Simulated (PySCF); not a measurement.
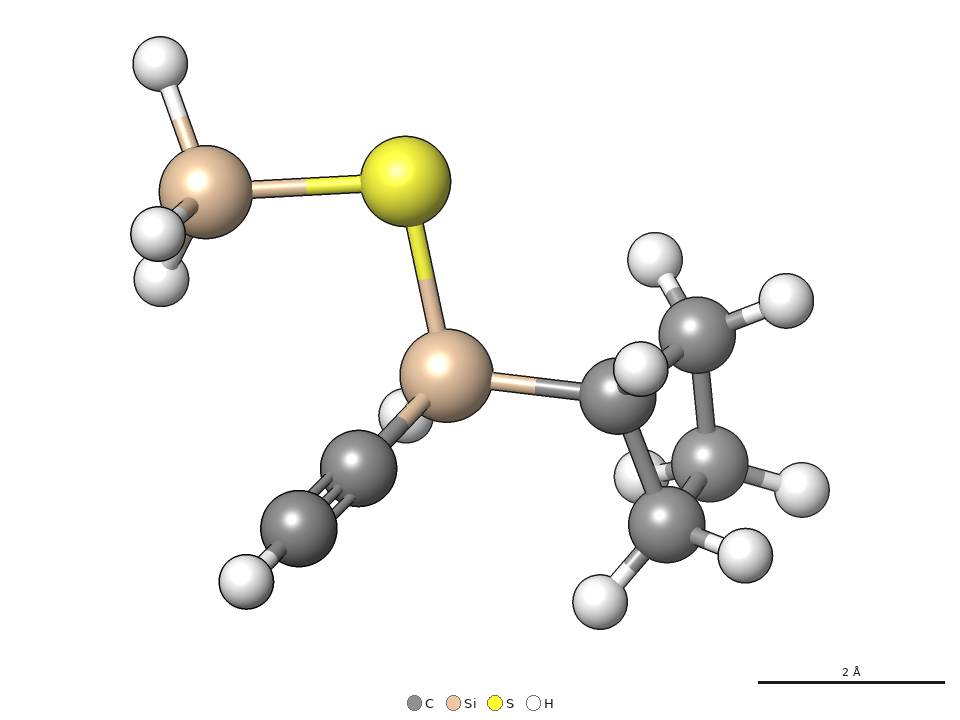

The picture shows a molecular structure as a ball-and-stick model.

Computed geometry: PBE0-D3(BJ)/def2-SVP optimisation. No frequency run is at hand to confirm it as a minimum.

Identify the structure.

Formula C₆H₁₂SSi₂. As SMILES it reads `C#C[Si@@H](S[SiH3])C1CCC1`. Independent rings (smallest set): 1 of 4 members. Among its groups: alkyne, Si–H bond. This geometry has C1 symmetry. Coordination, clear cases only: 2 C linear; 2 Si tetrahedral; 1 S bent.

More results for the same structure follow; atom numbers are the same in all pictures, views and colours differ.

Charges

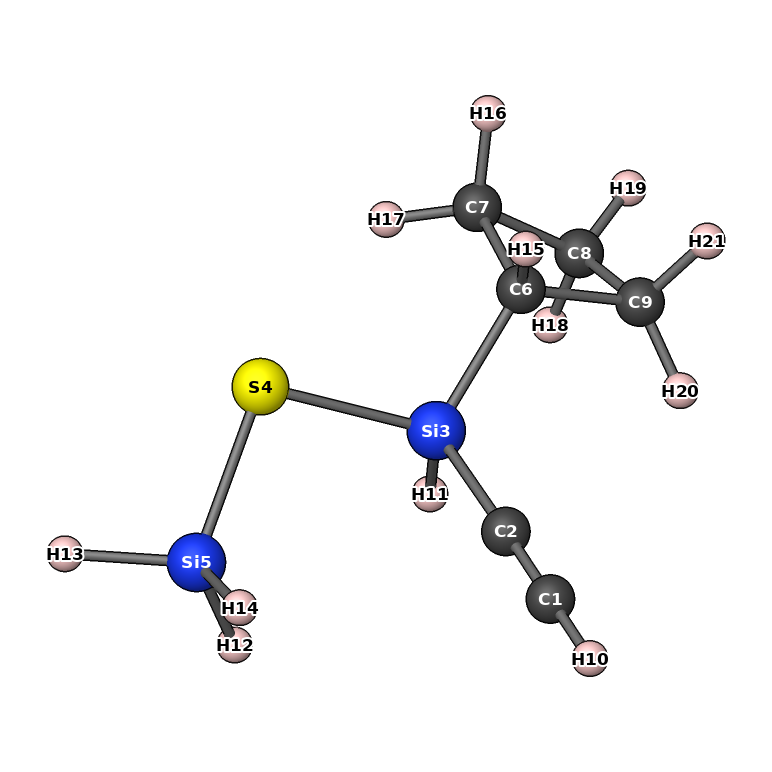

The questions are on IAO charges. No frequency run is at hand to confirm it as a minimum. Properties computed with PBE0/pcSseg-1, gas phase (PySCF 2.14.0).

Which atom carries the highest charge (most positive or least negative)?

Si3 (0.84 e).

And the lowest?

S4 (−0.42 e).

List the IAO charges.

```json
{"atom": "C1", "value (e)": "−0.17"}
{"atom": "C2", "value (e)": "−0.34"}
{"atom": "Si3", "value (e)": "0.84"}
{"atom": "S4", "value (e)": "−0.42"}
{"atom": "Si5", "value (e)": "0.53"}
{"atom": "C6", "value (e)": "−0.39"}
{"atom": "C7", "value (e)": "−0.25"}
{"atom": "C8", "value (e)": "−0.26"}
{"atom": "C9", "value (e)": "−0.25"}
{"atom": "H10", "value (e)": "0.20"}
{"atom": "H11", "value (e)": "−0.12"}
{"atom": "H12", "value (e)": "−0.11"}
{"atom": "H13", "value (e)": "−0.10"}
{"atom": "H14", "value (e)": "−0.11"}
{"atom": "H15", "value (e)": "0.15"}
{"atom": "H16", "value (e)": "0.14"}
{"atom": "H17", "value (e)": "0.13"}
{"atom": "H18", "value (e)": "0.14"}
{"atom": "H19", "value (e)": "0.13"}
{"atom": "H20", "value (e)": "0.13"}
{"atom": "H21", "value (e)": "0.14"}
```

Electronic properties

No frequency run is at hand to confirm it as a minimum. Level of theory: CAM-B3LYP/def2-SVPD, gas phase (PySCF 2.14.0). Excitations: vertical, linear response.

Estimate the lowest vertical singlet excitation.

5.84 eV.

What is the HOMO energy (Kohn–Sham orbital)?

−8.57 eV.

What is the brightest of the 10 lowest singlets?

7.53 eV.

What is the dipole moment?

1.48 D.

NMR shielding

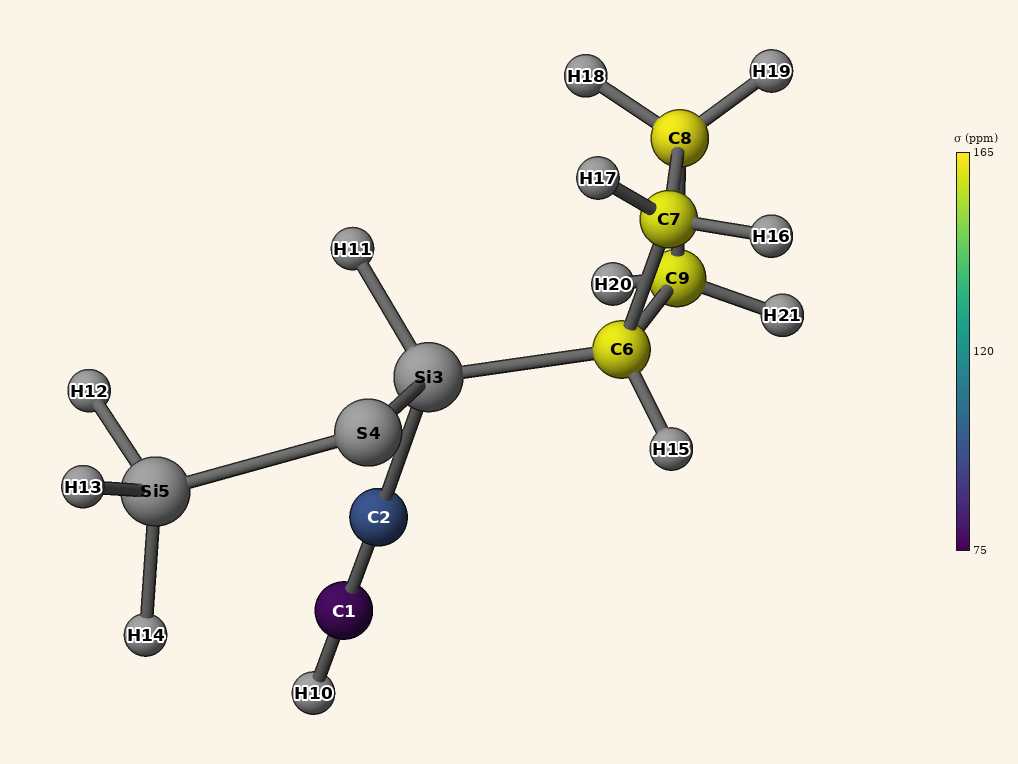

Atoms are coloured by their isotropic NMR shieldings (C only, the others grey). No frequency run is at hand to confirm it as a minimum. Method: GIAO PBE0/pcSseg-1 NMR shielding, non-relativistic, gas phase (PySCF 2.14.0).

Which C atom is the most shielded (lowest chemical shift)?

C8 (162.2 ppm).

Which C atom is the least shielded (highest chemical shift)?

C1 (78.1 ppm).

How wide is the range of C shifts?

84.1 ppm.

Give the isotropic NMR shieldings of the C atoms atom by atom.

```
atom  σ (ppm)
  C1     78.1
  C2     98.4
  C6    161.3
  C7    160.6
  C8    162.2
  C9    160.2
```

Quadrupole coupling

No frequency run is at hand to confirm it as a minimum. Electric field gradients from the ground-state density, PBE0/pcSseg-1 (PySCF 2.14.0), non-relativistic apart from any core potentials.

Give the largest field-gradient component, the quadrupole coupling constant and the asymmetry for 33S at S4 (Q = −67.81 mb).

```csv
atom,V_zz (a.u.),e²qQ/h (MHz),η
S4,−1.703,27.1,0.55
```
